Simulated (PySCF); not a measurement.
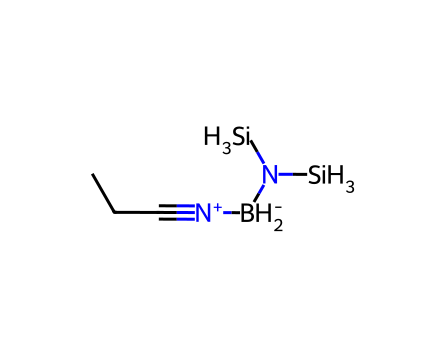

The drawing above gives the connectivity. The computed structure is the end point of a PBE0-D3(BJ)/def2-SVP optimisation. No frequency run is at hand to confirm it as a minimum.

What does the molecule look like in three dimensions?

The molecule is C₃H₁₃BN₂Si₂. SMILES: `CCC#[N+][BH2-]N([SiH3])[SiH3]`. It has no ring. Among its groups: Si–H bond, Si–N bond, B–H bond. Coordination: 2 C tetrahedral; 1 C linear; 1 N linear; 1 B tetrahedral; 1 N trigonal planar; 2 Si tetrahedral.

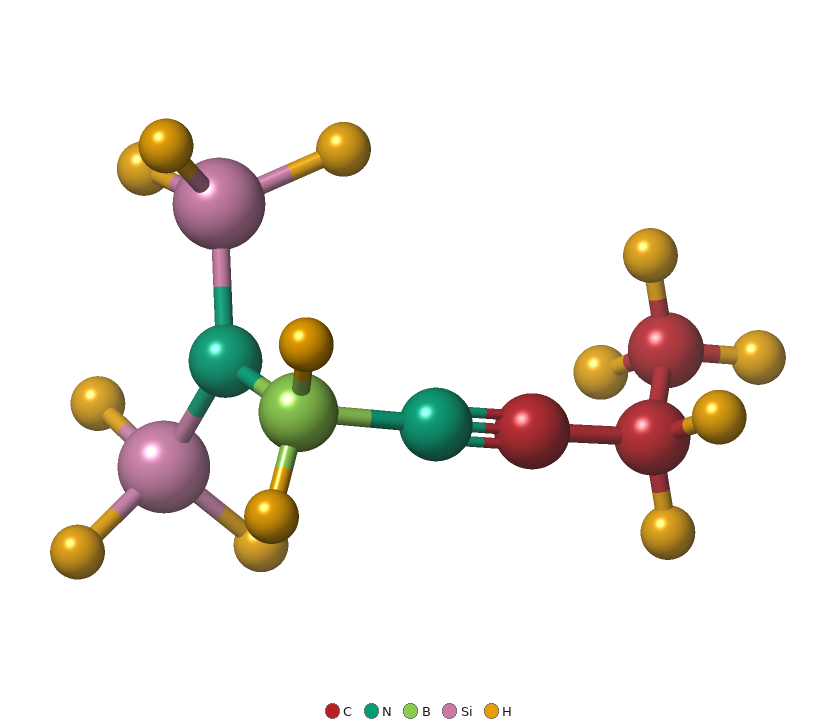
